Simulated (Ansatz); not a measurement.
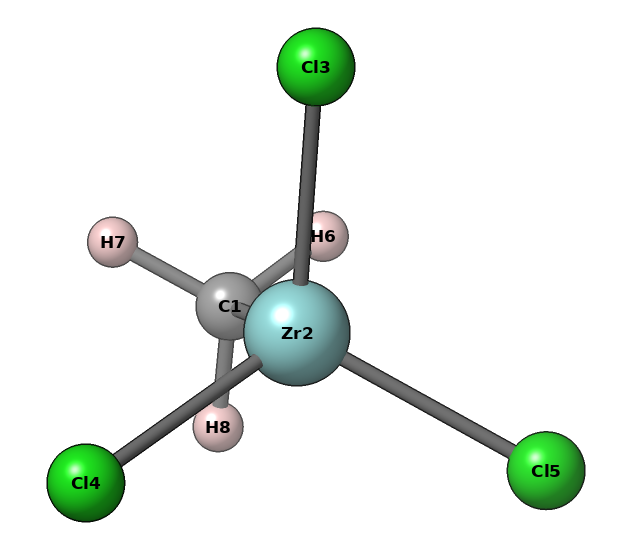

C1 lies behind Zr2. The molecule seen a little off the Zr2–C1 bond, Zr2 in front. Depth is shown by fading: the farther an atom, the more it takes the colour of the background. The species is neutral and a spin singlet. The geometry was computed by an optimisation with PBE0-D4/def2-TZVP.

What is the torsion angle Cl3–Zr2–C1–H6? The sign is positive where the front bond must turn clockwise to cover the back bond.

Answer. 60°, synclinal (gauche). The bonds about Zr2–C1 are staggered.
